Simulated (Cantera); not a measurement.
Input: 1 mol SiH₂Cl₂, 4.2 mol HCl, 26 mol N₂, held at 1.30 mbar.

These are equilibrium values from Cantera (NASA tables, ideal gas, pure condensed phases), not measurements of a reactor. Candidate condensed phases: NH₄Cl, Si, Si₃N₄; 28 gas species. N₂ is the only nitrogen source here; it is nearly inert below about 1500 K, so the nitride shown seldom forms there in practice. The tables' values for SiCl₃ are old estimates; treat these amounts as uncertain. Rates play no part.

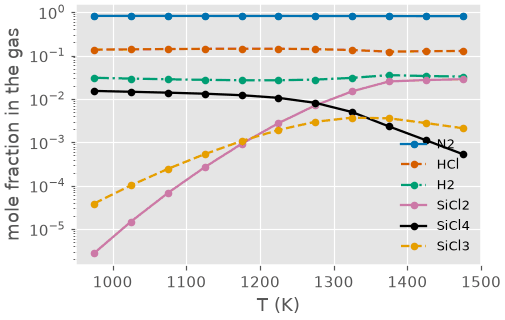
Equilibrium gas composition (values under 1e-9 drawn at 1e-9)

From 975 K to 1325 K the condensed part is Si₃N₄(s). From 1375 K to 1475 K nothing is condensed. The main Si-bearing gas is SiCl₄ at 975 K and SiCl₂ at 1475 K.
